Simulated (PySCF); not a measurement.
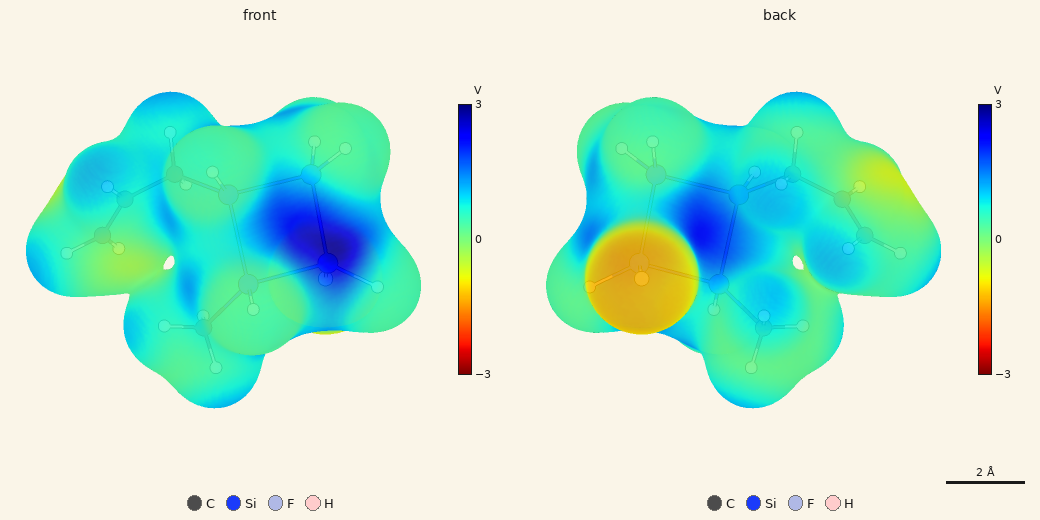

C4H13FSi4. The electrostatic potential painted on the density surface at 0.004 e/bohr³, seen from the front and from behind; red is negative and blue positive.

Geometry: GFN2-xTB.

All numbers below come from PBE0/pcSseg-1, SCF density, gas phase, non-relativistic (PySCF 2.14.0).

Input file:

```
{"job": {"kind": "nmr", "xc": "PBE0", "basis": "pcSseg-1"}, "charge": 0, "multiplicity": 1}
C      1.943168    -2.263084     0.659256
C      1.851525    -1.724252    -0.544177
C      1.787588    -0.268268    -0.816211
Si     0.041260     0.253151    -1.441799
Si    -0.270386     2.597660    -1.305531
Si    -1.871256     2.252390     0.383065
F     -1.227742     2.684481     1.822219
Si    -1.706540    -0.094930     0.138888
C     -1.277551    -1.074010     1.716770
H      2.013796    -1.654360     1.546323
H      1.962377    -3.328781     0.811719
H      1.787571    -2.361748    -1.417419
H      2.028866     0.291349     0.088241
H      2.527615    -0.005330    -1.574033
H     -0.075180    -0.402199    -2.762064
H      0.895993     3.439771    -1.004630
H     -0.821178     3.214659    -2.520384
H     -3.119695     3.008869     0.482306
H     -2.927924    -0.730024    -0.398718
H     -2.137964    -1.176815     2.372774
H     -0.916131    -2.072023     1.483658
H     -0.498622    -0.567118     2.278897
```

Command:

```sh
OMP_NUM_THREADS=1 python probes_run.py task.json out
```

Q: Where is the surface potential most negative and most positive?

A: The most negative region (about −1.3 V) lies over F7, the most positive (about +2.6 V) over Si6.

Q: What dipole moment does the calculation give?

A: Its dipole moment is 1.58 D.
